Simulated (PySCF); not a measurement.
SMILES [Si](F)(O)(O[SiH3])O at its PBE0/def2-SVP optimised geometry (Å):

```
11

O     -0.0286    -2.7090    -1.3474
Si     0.5627    -1.9976     0.0000
O      0.0668    -2.8384     1.3162
F      2.1771    -1.9976     0.0000
O      0.0836    -0.4433     0.0000
Si    -0.7364     0.6872    -0.9092
H      0.0260    -3.6665    -1.4089
H      0.4916    -2.6395     2.1553
H     -0.1462     0.7839    -2.2757
H     -2.1771     0.3150    -1.0152
H     -0.6093     1.9976    -0.2132
```

Calculation: PBE0/def2-TZVP (PySCF). Cells within 0.4 Å of a nucleus heavier than hydrogen are left out (blank, or x).

Map of the log10 of the electron density (e/bohr³), floored at −4 on the plane z = 0.0 Å:

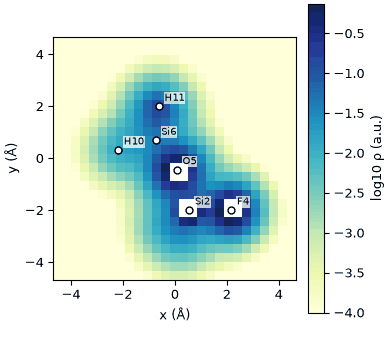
*Log10 of the electron density (e/bohr³), floored at −4 on the plane z = 0.0 Å.*
